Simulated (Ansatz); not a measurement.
# AlBH₂ (singlet): correlated methods under varied settings at scale of all distances = 0.897

What do other methods and options give for AlBH₂ (singlet) at this geometry, and how long do they take?

Method: the settings change from run to run; program: Ansatz 0.2.0, Gaussian basis.

10 further runs of the same task are left out: 8 that didn't finish, 2 set aside as unsound or not needed.

## (1) The system

The geometry derives from a PBE0/def2-TZVP stationary point (not a proven minimum). All distances are scaled together.

4 atoms, charge 0, spin multiplicity 1.

Atoms are counted from 1 here; the program's logs count them from 0.

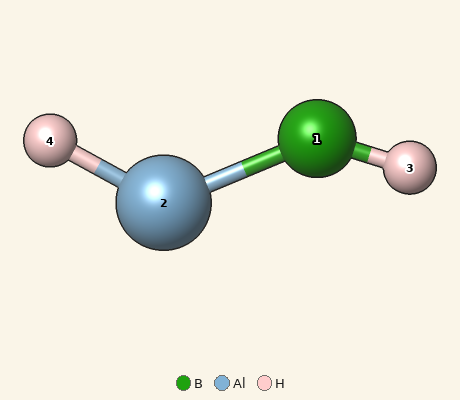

The geometry (boron green, aluminium light blue, hydrogen pink); atoms are numbered from 1 in the order of the file.

## (2) CISD/6-31G

Input file in.yaml:

```yaml
crystal:
  periodic: [false, false, false]
  atoms:
    - {symbol: B, position_ang: [0.000000, -0.212212, 1.280348]}
    - {symbol: Al, position_ang: [0.000000, 0.104353, -0.535537]}
    - {symbol: H, position_ang: [0.000000, 0.329001, 2.207855]}
    - {symbol: H, position_ang: [0.000000, -0.846275, -1.604880]}
basis:
  gaussian: {orbitals: 6-31G}
hamiltonian: {pseudopotentials: {relativity: none}}
correlation: {active_space: {ras: {orbitals: [10, 0, 16], electrons: 20, max_holes: 2, max_particles: 2}, fixed_orbitals: true}}
accuracy: high
```

The run is started by

```sh
ansatz run in.yaml --threads 1 --pin off --events-out ev --progress --plain --max-ram 2393MiB
```

Log:

```text
Functional definition: HF
  name "HF"
  cite "Fock, Z. Phys. 61, 126 (1930) doi:10.1007/BF01340294"
  parent pbe
  exchange = exact_x
  correlation = 0
597 factors; integrals over basis functions are off by at most 3.5e-9 eV
mean field evaluation 1: about -7279.5325 eV, gradient 9.4e0 eV
mean field evaluation 2: about -7279.5348 eV, gradient 9.4e0 eV
mean field evaluation 4: about -7280.0996 eV, gradient 7.7e-1 eV
mean field evaluation 8: about -7280.1048 eV, gradient 9.1e-4 eV
mean field evaluation 16: about -7278.9724 eV, gradient 8.1e-2 eV
mean field evaluation 32: about -7280.1027 eV, gradient 6.1e-1 eV
mean field -7280.10480222 eV, -267.5389168494 hartree, gradient 1.9e-8 eV, S^2 0.000000; 6 other end points of the search recorded, 0 dependent functions left out
reference -7280.10480222 eV, -267.5389168494 hartree; 10, 10 occupied and 16, 16 virtual orbitals, 597 factors
state -7283.13176958 eV, -267.6501558482 hartree
Total energy: -7283.13176958 eV, -267.6501558482 hartree
```

It took 1.2 s on 1 thread of Arm Neoverse V1, shared host.

From the report: 21,121 determinants.

## (3) CASCI(4,6)/6-31G

in.yaml, as its differences from that of step 2:

```diff
@@ -9,4 +9,3 @@
   gaussian: {orbitals: 6-31G}
-hamiltonian: {pseudopotentials: {relativity: none}}
-correlation: {active_space: {ras: {orbitals: [10, 0, 16], electrons: 20, max_holes: 2, max_particles: 2}, fixed_orbitals: true}}
-accuracy: high
+correlation: {active_space: {window: {electrons: 4, orbitals: 6}, fixed_orbitals: true}}
+output: {forces: true}
```

The command is unchanged.

Log, shortened:

```text
Functional definition: HF
  name "HF"
  cite "Fock, Z. Phys. 61, 126 (1930) doi:10.1007/BF01340294"
  parent pbe
[...]
328 factors; integrals over basis functions are off by at most 1.9e-4 eV
[...]
mean field -7280.10467962 eV, -267.5389123440 hartree, gradient 1.8e-6 eV, S^2 0.000000; 6 other end points of the search recorded, 0 dependent functions left out
reference -7280.10467962 eV, -267.5389123440 hartree; 10, 10 occupied and 16, 16 virtual orbitals, 328 factors
state -7280.82133460 eV, -267.5652489286 hartree
[...]
Total energy: -7280.82133460 eV, -267.5652489286 hartree
Atom 0 at     0.000000    -0.212212     1.280348 Å, force    -0.000000    -1.918288     1.485301 eV/Å
Atom 1 at     0.000000     0.104353    -0.535537 Å, force     0.000000     2.377092    -2.414175 eV/Å
Atom 2 at     0.000000     0.329001     2.207855 Å, force     0.000000     1.525986     3.555432 eV/Å
Atom 3 at     0.000000    -0.846275    -1.604880 Å, force    -0.000000    -1.984789    -2.626559 eV/Å
Dipole moment:    -0.000000     0.066269     0.025111 e Å
```

It took 0.3 s on 1 thread of Arm Neoverse V1, shared host.

From the report: 113 determinants; active occupations 1.99, 1.82, 0.13, 0.05, 0.00, 0.00.

## (4) CASCI(4,2)/6-31G

in.yaml, as its differences from that of step 3:

```diff
@@ -9,3 +9,3 @@
   gaussian: {orbitals: 6-31G}
-correlation: {active_space: {window: {electrons: 4, orbitals: 6}, fixed_orbitals: true}}
-output: {forces: true}
+correlation: {active_space: {window: {electrons: 4, orbitals: 2}, fixed_orbitals: true}}
+scf: {lower_state_search: off}
```

Same command.

Log:

```text
Functional definition: HF
  name "HF"
  cite "Fock, Z. Phys. 61, 126 (1930) doi:10.1007/BF01340294"
  parent pbe
  exchange = exact_x
  correlation = 0
these checks for a lower state are left out or cut short: stability, starts, cluster_reference, orbital_swaps, neighbouring_geometries, increment
328 factors; integrals over basis functions are off by at most 1.9e-4 eV
mean field evaluation 1: about -7279.5331 eV, gradient 9.4e0 eV
mean field evaluation 2: about -7279.5349 eV, gradient 9.3e0 eV
mean field evaluation 4: about -7280.0995 eV, gradient 7.7e-1 eV
mean field evaluation 8: about -7280.1047 eV, gradient 8.9e-4 eV
mean field -7280.10467962 eV, -267.5389123440 hartree, gradient 1.8e-6 eV, S^2 0.000000; 0 other end points of the search recorded, 0 dependent functions left out
reference -7280.10467962 eV, -267.5389123440 hartree; 10, 10 occupied and 16, 16 virtual orbitals, 328 factors
state -7280.10467962 eV, -267.5389123440 hartree
Total energy: -7280.10467962 eV, -267.5389123440 hartree
Checks for a lower state left out: stability, starts, cluster_reference, orbital_swaps, neighbouring_geometries, increment
```

It took 0.15 s on 1 thread of Arm Neoverse V1, shared host.

From the report: 1 determinant; active occupations 2.00, 2.00. With so small a space the active step adds no correlation: the energy is the mean field's.

## (5) BCCD on RHF/def2-SVPD

in.yaml, as its differences from that of step 4:

```diff
@@ -8,4 +8,5 @@
 basis:
-  gaussian: {orbitals: 6-31G}
-correlation: {active_space: {window: {electrons: 4, orbitals: 2}, fixed_orbitals: true}}
-scf: {lower_state_search: off}
+  gaussian: {orbitals: def2-SVPD}
+magnetization: {spin_polarized: false}
+correlation: {method: bccd, electrons: all}
+scf: {omitted_lower_state_checks: [cluster_reference]}
```

The command is unchanged.

Log, shortened:

```text
Functional definition: HF
  name "HF"
  cite "Fock, Z. Phys. 61, 126 (1930) doi:10.1007/BF01340294"
  parent pbe
[...]
571 factors; integrals over basis functions are off by at most 9.0e-4 eV
[...]
mean field -7278.55844383 eV, -267.4820892267 hartree, gradient 2.0e-6 eV, S^2 0.000000; 7 other end points of the search recorded, 0 dependent functions left out; unrestricted orbitals would lower it
reference -7278.55844383 eV, -267.4820892267 hartree; 10, 10 occupied and 50, 50 virtual orbitals, 571 factors
second order -4.16368177 eV of doubles, -0.00000000 eV of singles
cycle   1  -4.82786392 eV  change   -6.6e-1 eV  update   8.5e-2
[...]
cycle  12  -5.16490087 eV  change    4.5e-6 eV  update   1.4e-5
Total energy: -7283.72334470 eV, -267.6718958326 hartree
Checks for a lower state left out: cluster_reference
```

It took 1.7 s on 1 thread of Arm Neoverse V1, shared host.

From the report: correlation -5.1649 eV; largest double amplitude 0.14.

## (6) CCSD on UHF/6-31G

in.yaml, as its differences from that of step 5:

```diff
@@ -8,5 +8,4 @@
 basis:
-  gaussian: {orbitals: def2-SVPD}
-magnetization: {spin_polarized: false}
-correlation: {method: bccd, electrons: all}
-scf: {omitted_lower_state_checks: [cluster_reference]}
+  gaussian: {orbitals: 6-31G}
+magnetization: {spin_polarized: true, initial_magnetization: 0}
+correlation: {method: ccsd, electrons: all}
```

Launched as before.

Log, shortened:

```text
Functional definition: HF
  name "HF"
  cite "Fock, Z. Phys. 61, 126 (1930) doi:10.1007/BF01340294"
  parent pbe
[...]
328 factors; integrals over basis functions are off by at most 1.9e-4 eV
[...]
mean field -7280.66926817 eV, -267.5596605904 hartree, gradient 2.8e-6 eV, S^2 0.938538; 25 other end points of the search recorded, 0 dependent functions left out
determinant -7280.66926817 eV, -267.5596605904 hartree, with singles and doubles -7283.42504663 eV, -267.6609335809 hartree
determinant -7280.63370471 eV, -267.5583536572 hartree, with singles and doubles -7283.35108174 eV, -267.6582154213 hartree
determinant -7280.59494527 eV, -267.5569292740 hartree, with singles and doubles -7283.46780648 eV, -267.6625049763 hartree
determinant -7280.54836543 eV, -267.5552174967 hartree, with singles and doubles -7283.31216600 eV, -267.6567852943 hartree
[...]
determinant -7277.31532976 eV, -267.4364056271 hartree, with singles and doubles -7280.76372594 eV, -267.5631318495 hartree
determinant -7280.66926817 eV, -267.5596605904 hartree, with singles and doubles -7283.45346660 eV, -267.6619779953 hartree
determinant -7280.63370471 eV, -267.5583536572 hartree, with singles and doubles -7283.39511819 eV, -267.6598337309 hartree
determinant -7280.59494527 eV, -267.5569292740 hartree, with singles and doubles -7283.47543854 eV, -267.6627854495 hartree
determinant -7280.54836543 eV, -267.5552174967 hartree, with singles and doubles -7283.32326855 eV, -267.6571933055 hartree
[...]
reference -7280.59494527 eV, -267.5569292740 hartree; 10, 10 occupied and 16, 16 virtual orbitals, 328 factors
second order -2.10986547 eV of doubles, -0.00000000 eV of singles
cycle   1  -2.88049549 eV  change   -2.2e-6 eV  update   5.0e-6
WARN: the results are in doubt because among natural orbitals full CI differs from the method by +0.117 eV
Total energy: -7283.47544076 eV, -267.6627855309 hartree
In doubt: among natural orbitals full CI differs from the method by +0.117 eV
```

Wall time 4.8 s (1 thread of Arm Neoverse V1, shared host).

From the report: ⟨S²⟩ of the determinant 0.937 (pure singlet: 0.00); correlation -2.8805 eV; T1 0.019; largest double amplitude 0.16. The determinant is far from a pure spin state, so its energy mixes those of several spin states (harmless only where they are near-degenerate, as at dissociation). Mind the lines of doubt at the end of the log.

## (7) BCCD(T)/6-31G

in.yaml, as its differences from that of step 6:

```diff
@@ -10,2 +10,5 @@
 magnetization: {spin_polarized: true, initial_magnetization: 0}
-correlation: {method: ccsd, electrons: all}
+hamiltonian: {xc: {name: B3LYP}}
+correlation: {method: bccd_t, electrons: outside_noble_gas, diis_vectors: 12}
+scf: {omitted_lower_state_checks: [cluster_reference]}
+output: {forces: true}
```

The command is unchanged.

Log, shortened:

```text
Functional definition: B3LYP
  name "B3LYP"
  cite "Stephens, Devlin, Chabalowski & Frisch, J. Phys. Chem. 98, 11623 (1994) doi:10.1021/j100096a001"
  cite "Becke, Phys. Rev. A 38, 3098 (1988) doi:10.1103/PhysRevA.38.3098"
  cite "Lee, Yang & Parr, Phys. Rev. B 37, 785 (1988) doi:10.1103/PhysRevB.37.785"
  cite "Vosko, Wilk & Nusair, Can. J. Phys. 58, 1200 (1980) doi:10.1139/p80-159"
[...]
328 factors; integrals over basis functions are off by at most 1.9e-4 eV
[...]
mean field -7300.77553536 eV, -268.2985522809 hartree, gradient 2.8e-6 eV, S^2 0.829812; 14 other end points of the search recorded, 0 dependent functions left out
6 core orbitals not correlated: weight in the atoms' cores, before any rotation towards them, 1.000 or more for the frozen orbitals, at most 0.000 for the correlated occupied ones
reference -7280.35263358 eV, -267.5480244839 hartree; 4, 4 occupied and 16, 16 virtual orbitals, 328 factors
second order -2.17240861 eV of doubles, -0.12346710 eV of singles
cycle   1  -2.67991093 eV  change   -3.9e-1 eV  update   6.6e-2
[...]
cycle  24  -2.94281811 eV  change    3.9e-8 eV  update   9.5e-8
perturbative correction -0.10947674 eV, -0.0040231959 hartree
WARN: the results are in doubt because among natural orbitals full CI differs from the method by +0.111 eV
[...]
Total energy: -7283.40492843 eV, -267.6601942505 hartree
Atom 0 at     0.000000    -0.212212     1.280348 Å, force    -0.000000    -1.351576    -0.097519 eV/Å
Atom 1 at     0.000000     0.104353    -0.535537 Å, force     0.000000     1.688158    -1.048364 eV/Å
Atom 2 at     0.000000     0.329001     2.207855 Å, force    -0.000000     1.543919     4.127205 eV/Å
Atom 3 at     0.000000    -0.846275    -1.604880 Å, force     0.000000    -1.880501    -2.981322 eV/Å
Dipole moment:    -0.000000     0.151661    -0.115441 e Å
In doubt: among natural orbitals full CI differs from the method by +0.111 eV
Checks for a lower state left out: cluster_reference
```

Run time: 9 s. Hardware: 1 thread of Arm Neoverse V1, shared host.

From the report: ⟨S²⟩ of the determinant 0.830 (pure singlet: 0.00); correlation -3.0523 eV; largest double amplitude 0.18. The determinant is far from a pure spin state, so its energy mixes those of several spin states (harmless only where they are near-degenerate, as at dissociation). Mind the lines of doubt at the end of the log.

## (8) BCCD(T) on RHF/def2-TZVP

Input file in.yaml:

```yaml
crystal:
  periodic: [false, false, false]
  atoms:
    - {symbol: B, position_ang: [0.000000, -0.212212, 1.280348]}
    - {symbol: Al, position_ang: [0.000000, 0.104353, -0.535537]}
    - {symbol: H, position_ang: [0.000000, 0.329001, 2.207855]}
    - {symbol: H, position_ang: [0.000000, -0.846275, -1.604880]}
basis:
  gaussian: {orbitals: def2-TZVP}
magnetization: {spin_polarized: false}
correlation: {method: bccd_t, electrons: valence}
accuracy: high
```

Launched as before.

Log, shortened:

```text
Functional definition: HF
  name "HF"
  cite "Fock, Z. Phys. 61, 126 (1930) doi:10.1007/BF01340294"
  parent pbe
[...]
1274 factors; integrals over basis functions are off by at most 3.9e-9 eV
[...]
mean field -7281.65873902 eV, -267.5960229733 hartree, gradient 3.2e-8 eV, S^2 0.000000; 6 other end points of the search recorded, 0 dependent functions left out; unrestricted orbitals would lower it
[...]
determinant -7281.65873902 eV, -267.5960229733 hartree, with singles and doubles -7287.00847038 eV, -267.7926219747 hartree
determinant -7280.53007107 eV, -267.5545451914 hartree, with singles and doubles -7285.85290320 eV, -267.7501556642 hartree
6 core orbitals not correlated: weight in the atoms' cores, before any rotation towards them, 1.000 or more for the frozen orbitals, at most 0.000 for the correlated occupied ones
reference -7281.65873902 eV, -267.5960229733 hartree; 4, 4 occupied and 70, 70 virtual orbitals, 1274 factors
second order -4.25389777 eV of doubles, -0.00000000 eV of singles
cycle   1  -5.22087115 eV  change   -2.5e-1 eV  update   2.6e-2
[...]
cycle  26  -5.23109079 eV  change  -6.4e-10 eV  update  4.8e-10
perturbative correction -0.24422219 eV, -0.0089749999 hartree
Total energy: -7287.13405200 eV, -267.7972370140 hartree
```

Run time: 6 s. Hardware: 1 thread of Arm Neoverse V1, shared host; peak memory 0.38 GiB.

From the report: correlation -5.4753 eV; largest double amplitude 0.19.

## (9) BCCD(T) on RHF/6-31G

in.yaml, as its differences from that of step 8:

```diff
@@ -8,5 +8,5 @@
 basis:
-  gaussian: {orbitals: def2-TZVP}
+  gaussian: {orbitals: 6-31G}
 magnetization: {spin_polarized: false}
 correlation: {method: bccd_t, electrons: valence}
-accuracy: high
+output: {forces: true}
```

Same command.

Log, shortened:

```text
Functional definition: HF
  name "HF"
  cite "Fock, Z. Phys. 61, 126 (1930) doi:10.1007/BF01340294"
  parent pbe
[...]
328 factors; integrals over basis functions are off by at most 1.9e-4 eV
[...]
mean field -7280.10467962 eV, -267.5389123440 hartree, gradient 1.8e-6 eV, S^2 0.000000; 6 other end points of the search recorded, 0 dependent functions left out; unrestricted orbitals would lower it
determinant -7280.10467962 eV, -267.5389123440 hartree, with singles and doubles -7283.22848643 eV, -267.6537101269 hartree
determinant -7278.97231465 eV, -267.4972986989 hartree, with singles and doubles -7282.04573553 eV, -267.6102448329 hartree
6 core orbitals not correlated: weight in the atoms' cores, before any rotation towards them, 1.000 or more for the frozen orbitals, at most 0.000 for the correlated occupied ones
reference -7280.10467962 eV, -267.5389123440 hartree; 4, 4 occupied and 16, 16 virtual orbitals, 328 factors
second order -2.29146436 eV of doubles, -0.00000000 eV of singles
cycle   1  -3.11714466 eV  change    6.7e-3 eV  update   6.8e-3
[...]
cycle  11  -3.11656839 eV  change    4.2e-7 eV  update   4.5e-7
perturbative correction -0.10471956 eV, -0.0038483730 hartree
[...]
Total energy: -7283.32596758 eV, -267.6572924928 hartree
Atom 0 at     0.000000    -0.212212     1.280348 Å, force    -0.000000    -2.325677     0.852218 eV/Å
Atom 1 at     0.000000     0.104353    -0.535537 Å, force    -0.000000     2.579114    -2.072131 eV/Å
Atom 2 at     0.000000     0.329001     2.207855 Å, force     0.000000     1.888277     3.979334 eV/Å
Atom 3 at     0.000000    -0.846275    -1.604880 Å, force    -0.000000    -2.141715    -2.759421 eV/Å
Dipole moment:    -0.000000     0.068375     0.017100 e Å
```

Wall time 0.63 s (1 thread of Arm Neoverse V1, shared host).

From the report: correlation -3.2213 eV; largest double amplitude 0.24.

## (10) MRCISD+Q(relaxed)(2,8)/6-31G

in.yaml, as its differences from that of step 9:

```diff
@@ -9,4 +9,2 @@
   gaussian: {orbitals: 6-31G}
-magnetization: {spin_polarized: false}
-correlation: {method: bccd_t, electrons: valence}
-output: {forces: true}
+correlation: {method: fic_mrcisd_q_relaxed, electrons: all, active_space: {window: {electrons: 2, orbitals: 8}, states: [{multiplicity: 1, weights: [0.5, 1, 1]}]}}
```

Launched as before.

Log, shortened:

```text
Functional definition: HF
  name "HF"
  cite "Fock, Z. Phys. 61, 126 (1930) doi:10.1007/BF01340294"
  parent pbe
[...]
555 factors; integrals over basis functions are off by at most 2.3e-7 eV
[...]
mean field -7280.10480219 eV, -267.5389168483 hartree, gradient 2.1e-6 eV, S^2 0.000000; 6 other end points of the search recorded, 0 dependent functions left out; unrestricted orbitals would lower it
reference -7280.10480219 eV, -267.5389168483 hartree; 10, 10 occupied and 16, 16 virtual orbitals, 555 factors
state -7281.08399814 eV, -267.5749016356 hartree
state -7280.56985871 eV, -267.5560073601 hartree
state -7279.56270355 eV, -267.5189950906 hartree
contracted CI cycle   1: correlation -0.00000000 eV, -0.0000000000 hartree, residual 1.12e1 eV
contracted CI cycle   2: correlation -2.11301834 eV, -0.0776519917 hartree, residual 2.46e0 eV
[...]
contracted CI cycle  11: correlation -2.48678360 eV, -0.0913876116 hartree, residual 1.12e-1 eV
contracted CI cycle  12: correlation -2.48869913 eV, -0.0914580060 hartree, residual 2.62e-1 eV
contracted CI cycle  13: correlation -2.47955144 eV, -0.0911218348 hartree, residual 2.97e-1 eV
contracted CI cycle  14: correlation -2.48127913 eV, -0.0911853260 hartree, residual 8.50e-2 eV
contracted CI cycle  15: correlation -2.48149435 eV, -0.0911932354 hartree, residual 4.11e-2 eV
contracted CI cycle  16: correlation -2.48154007 eV, -0.0911949155 hartree, residual 2.22e-2 eV
contracted CI cycle  17: correlation -2.48155492 eV, -0.0911954611 hartree, residual 9.99e-3 eV
contracted CI cycle  18: correlation -2.48155793 eV, -0.0911955717 hartree, residual 4.43e-3 eV
contracted CI cycle  19: correlation -2.48155853 eV, -0.0911955939 hartree, residual 2.16e-3 eV
state -7279.56270355 eV, -267.5189950906 hartree; corrected -7282.20503740 eV, -267.6160990684 hartree
Total energy: -7282.79209968 eV, -267.6376732094 hartree
```

Run time: 9.5 s. Hardware: 1 thread of Arm Neoverse V1, shared host.

From the report: 34 determinants; active occupations (of the averaged states) 1.12, 0.74, 0.07, 0.07, 0.00, 0.00, 0.00, 0.00.

## (11) The runs in one table

Where basis and cores are those of an earlier FCI/6-31G run (-7283.3644 eV), and the state is the same kind, the miss against it is given. † marks a result that the program doubts.

```
                                                level         correlated  functions  energy (eV)  from FCI (meV)    time
                                           CISD/6-31G                all         26   -7283.1318                   1.2 s
                                     CASCI(4,6)/6-31G                            26   -7280.8213          2543.1   0.3 s
                                     CASCI(4,2)/6-31G                            26   -7280.1047          3259.7  0.15 s
                                BCCD on RHF/def2-SVPD                all         60   -7283.7233                   1.7 s
                                  CCSD on UHF/6-31G †                all         26   -7283.4754                   4.8 s
                  BCCD(T)/6-31G (on B3LYP orbitals) †  outside noble gas         26   -7283.4049           -40.5     9 s
                             BCCD(T) on RHF/def2-TZVP            valence         80   -7287.1341                     6 s
                                 BCCD(T) on RHF/6-31G            valence         26   -7283.3260            38.5  0.63 s
MRCISD+Q(relaxed)(2,8)/6-31G (mean of several states)                all         26   -7282.7921                   9.5 s
```

## (12) Summary of results

```
quantity                                                         value
    runs                                                             9
quickest                                      CASCI(4,2)/6-31G, 0.15 s
 slowest  MRCISD+Q(relaxed)(2,8)/6-31G (mean of several states), 9.5 s
```

What this shows: Total energies in different bases, with other cores or another treatment of relativity can't be set against each other. MRCISD+Q(relaxed)(2,8)/6-31G (mean of several states) took 64 times as long as CASCI(4,2)/6-31G; the jobs differ in more than the method. Among the correlated runs with a miss given, it spans -41 to +38 meV. Hartree-Fock, CASSCF and CASCI lack dynamic correlation by design. Cores frozen from Kohn-Sham orbitals shift the total energy.
